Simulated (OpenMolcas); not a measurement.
Multiconfigurational calculation for Nb (part 2 of 2)

The same run, continued: Nb. Method: state-averaged CASSCF, active space 5 electrons in the shells 4d 5s, basis ANO-RCC-VTZP, DKH2 scalar Hamiltonian, spin-orbit coupling by RASSI with atomic mean-field integrals (OpenMolcas).

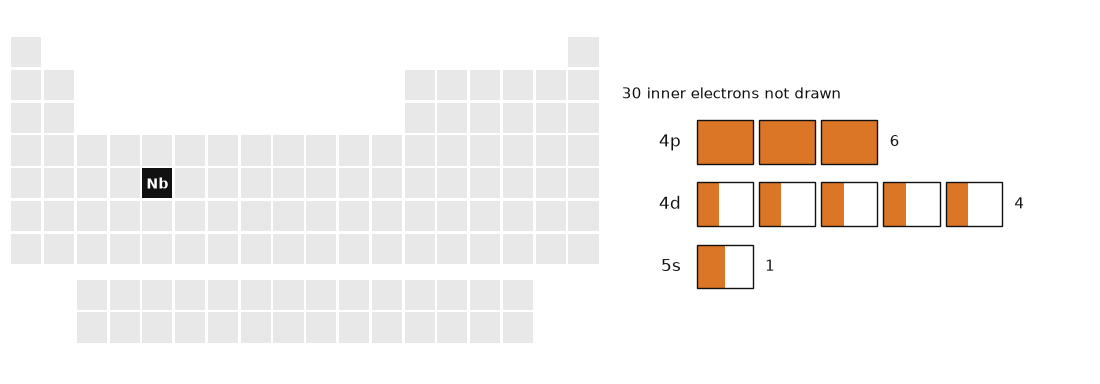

Left, the place of niobium in the periodic table; right, the outer shells of the leading configuration of the lowest level: a box for each of the 2l + 1 orbitals, shaded by the share of the shell that is filled, with the electron count at the right.

Output (extracts), continued:
```
--- RASSI ---
SPIN-FREE ENERGIES:
  (Shifted by EMIN (a.u.) =      -3816.7999393099)

 SF State       Relative EMIN(au)   Rel lowest level(eV)    D:o, cm**(-1)      L_eff

     1             0.0000000000        0.0000000000              0.0000         2.0
     2             0.0000000000        0.0000000000              0.0000         2.0
     3             0.0000000000        0.0000000000              0.0000         2.0
     4             0.0000000000        0.0000000000              0.0000         2.0
     5             0.0000000000        0.0000000000              0.0000         2.0
     7             0.0445469587        1.2121845003           9776.9273         3.0
     8             0.0445469587        1.2121845003           9776.9273         3.0
     9             0.0445469587        1.2121845003           9776.9273         3.0
    10             0.0445469587        1.2121845003           9776.9273         3.0
    11             0.0445469587        1.2121845003           9776.9273         3.0
    12             0.0445469587        1.2121845003           9776.9273         3.0
    13             0.0445469587        1.2121845003           9776.9273         3.0
    14             0.0488637930        1.3296515452          10724.3630         1.0
    15             0.0488637930        1.3296515452          10724.3630         1.0
    16             0.0488637930        1.3296515452          10724.3630         1.0
    17             0.0647497646        1.7619308525          14210.9307         2.0
    18             0.0647497646        1.7619308525          14210.9307         2.0
    19             0.0647497646        1.7619308525          14210.9307         2.0
    20             0.0647497646        1.7619308525          14210.9307         2.0
    21             0.0647497646        1.7619308525          14210.9307         2.0
    22             0.0669443125        1.8216475431          14692.5783         5.0
    23             0.0669443125        1.8216475431          14692.5783         5.0
    24             0.0669443125        1.8216475431          14692.5783         5.0
    25             0.0669443125        1.8216475431          14692.5783         5.0
    26             0.0669443125        1.8216475431          14692.5783         5.0
    27             0.0669443125        1.8216475431          14692.5783         5.0
    28             0.0669443125        1.8216475431          14692.5783         5.0
    29             0.0669443125        1.8216475431          14692.5783         5.0
    30             0.0669443125        1.8216475431          14692.5783         5.0
    31             0.0669443125        1.8216475431          14692.5783         5.0
    32             0.0669443125        1.8216475431          14692.5783         5.0
     6             0.0724104968        1.9703899968          15892.2671         0.0
    33             0.0770929440        2.0978058749          16919.9455         4.0
    34             0.0770929440        2.0978058749          16919.9455         4.0
    35             0.0770929440        2.0978058749          16919.9455         4.0
    36             0.0770929440        2.0978058749          16919.9455         4.0
    37             0.0770929440        2.0978058749          16919.9455         4.0
    38             0.0770929440        2.0978058749          16919.9455         4.0
    39             0.0770929440        2.0978058749          16919.9455         4.0
    40             0.0770929440        2.0978058749          16919.9455         4.0
Eigenvalues of complex Hamiltonian:
   -----------------------------------
  (Shifted by EMIN (a.u.) =      -3816.7999393099)

 SO State       Relative EMIN(au)   Rel lowest level(eV)    D:o, cm**(-1)     J-value

     1            -0.0028495764        0.0000000000              0.0000         0.4
     2            -0.0028495764        0.0000000000              0.0000         0.4
     3            -0.0022254827        0.0169824561            136.9727         1.3
     4            -0.0022254827        0.0169824561            136.9727         1.1
     5            -0.0022254827        0.0169824561            136.9727         1.0
     6            -0.0022254827        0.0169824561            136.9727         1.2
     7            -0.0012209240        0.0443178912            357.4479         1.9
     8            -0.0012209240        0.0443178912            357.4479         1.9
     9            -0.0012209240        0.0443178912            357.4479         2.3
    10            -0.0012209240        0.0443178912            357.4479         2.1
    11            -0.0012209240        0.0443178912            357.4479         1.6
    12            -0.0012209240        0.0443178912            357.4479         2.0
    13             0.0001139276        0.0806410520            650.4139         2.2
    14             0.0001139276        0.0806410520            650.4139         3.2
    15             0.0001139276        0.0806410520            650.4139         2.9
    16             0.0001139276        0.0806410520            650.4139         3.0
    17             0.0001139276        0.0806410520            650.4139         2.9
    18             0.0001139276        0.0806410520            650.4139         2.3
    19             0.0001139276        0.0806410520            650.4139         2.9
    20             0.0001139276        0.0806410520            650.4139         2.8
    21             0.0017170736        0.1242648763           1002.2638         1.8
    22             0.0017170736        0.1242648763           1002.2638         4.3
    23             0.0017170736        0.1242648763           1002.2638         4.2
    24             0.0017170736        0.1242648763           1002.2638         3.8
    25             0.0017170736        0.1242648763           1002.2638         2.9
    26             0.0017170736        0.1242648763           1002.2638         4.2
    27             0.0017170736        0.1242648763           1002.2638         2.3
    28             0.0017170736        0.1242648763           1002.2638         3.8
    29             0.0017170736        0.1242648763           1002.2638         3.5
    30             0.0017170736        0.1242648763           1002.2638         4.3
    31             0.0413975870        1.2040266534           9711.1299         1.2
    32             0.0413975870        1.2040266534           9711.1299         1.0
    33             0.0413975870        1.2040266534           9711.1299         1.2
    34             0.0413975870        1.2040266534           9711.1299         1.2
    35             0.0427334715        1.2403779228          10004.3226         2.1
    36             0.0427334715        1.2403779228          10004.3226         2.2
    37             0.0427334715        1.2403779228          10004.3226         1.5
    38             0.0427334715        1.2403779228          10004.3226         1.9
    39             0.0427334715        1.2403779228          10004.3226         2.2
    40             0.0427334715        1.2403779228          10004.3226         1.8
    41             0.0445010837        1.2884771006          10392.2687         2.9
Weights of the five most important spin-orbit-free states for each spin-orbit state.

 SO State  Total energy (au)           Spin-free states, spin, and weights
 -------------------------------------------------------------------------------------------------------
    1        -0.002850       4 2.5  0.1993    1 2.5  0.1993    5 2.5  0.1993    2 2.5  0.1993    3 2.5  0.1993
    2        -0.002850       1 2.5  0.1993    4 2.5  0.1993    2 2.5  0.1993    3 2.5  0.1993    5 2.5  0.1993
    3        -0.002225       4 2.5  0.2723    3 2.5  0.2401    5 2.5  0.2382    1 2.5  0.1400    2 2.5  0.1069
    4        -0.002225       5 2.5  0.3019    4 2.5  0.2512    3 2.5  0.2345    1 2.5  0.1235    2 2.5  0.0864
    5        -0.002225       2 2.5  0.3023    1 2.5  0.2371    5 2.5  0.1891    3 2.5  0.1387    4 2.5  0.1303
    6        -0.002225       2 2.5  0.3023    1 2.5  0.2975    3 2.5  0.1848    4 2.5  0.1442    5 2.5  0.0688
    7        -0.001221       4 2.5  0.2419    5 2.5  0.2403    1 2.5  0.1964    3 2.5  0.1801    2 2.5  0.1399
    8        -0.001221       4 2.5  0.2570    1 2.5  0.2289    2 2.5  0.1914    5 2.5  0.1752    3 2.5  0.1462
    9        -0.001221       1 2.5  0.2608    2 2.5  0.2094    3 2.5  0.1823    4 2.5  0.1790    5 2.5  0.1671
   10        -0.001221       3 2.5  0.3285    2 2.5  0.2410    5 2.5  0.1656    4 2.5  0.1623    1 2.5  0.1011
   11        -0.001221       2 2.5  0.2288    4 2.5  0.2094    3 2.5  0.2090    5 2.5  0.1896    1 2.5  0.1618
   12        -0.001221       5 2.5  0.2606    1 2.5  0.2494    2 2.5  0.1877    3 2.5  0.1522    4 2.5  0.1487
```

Results in brief:

- outcome: converged
- lowest level: 4d⁴ 5s ⁶D₁/₂
- first excited level: 4d⁴ 5s ⁶D₃/₂, 137 cm⁻¹ (measured: 154)
- energy of the lowest spin-free term: −3816.79994 hartree
- energy of the lowest spin-orbit level: −3816.80279 hartree
- largest spread among components of a term: 0.0 cm⁻¹
- hardware: 1 CPU thread, shared host
- wall time: 33 s

Notes:

Against measured levels the run misses widely: 4d3 5s2 4F J = 3/2 comes out at 9,711 cm⁻¹ where 1,143 cm⁻¹ is measured. Without dynamic correlation the gaps between configurations can be off by an electronvolt or more. To bear in mind: single d shell misplaces d against s configurations; only configurations of the active space are included; spin-free states above about 21,000 cm⁻¹ are left out of the spin-orbit step.
